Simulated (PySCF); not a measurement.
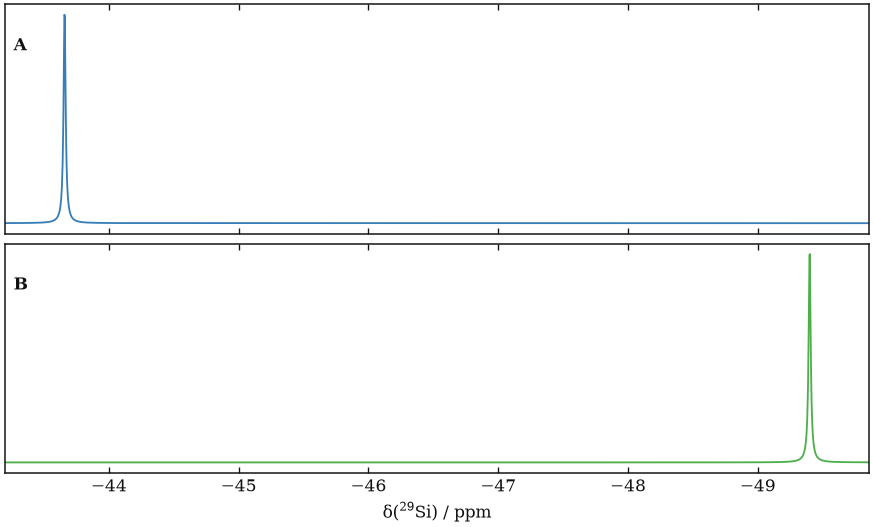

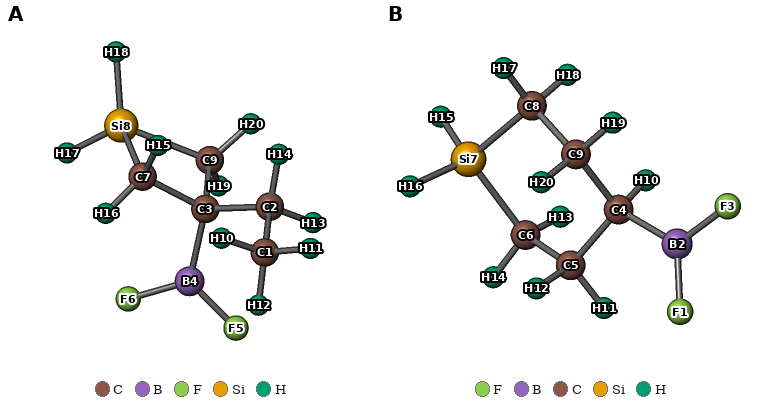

Related molecules: A is C₅H₁₁BF₂Si, SMILES CCC1(B(F)F)C[SiH2]C1; B is C₅H₁₁BF₂Si, SMILES FB(F)C1CC[SiH2]CC1. GIAO ²⁹Si shifts against TMS, PBE0/pcSseg-1 with PySCF, at a GFN2-xTB geometry (no frequency check); fully decoupled, line heights follow the number of nuclei within a panel, widths are arbitrary (no quadrupolar broadening); values of one conformer, averaged over nuclei that symmetry, rotation about single bonds or ring flips exchange, these motions taken as fast; other conformers aren't averaged in.

Q: How does the ²⁹Si shift respond?

A: From A (−43.7 ppm) to B (−49.4 ppm) the nucleus is shielded by 5.7 ppm.

Limits of at least one run: the tight-binding geometry is rougher than a DFT one and adds to the error.
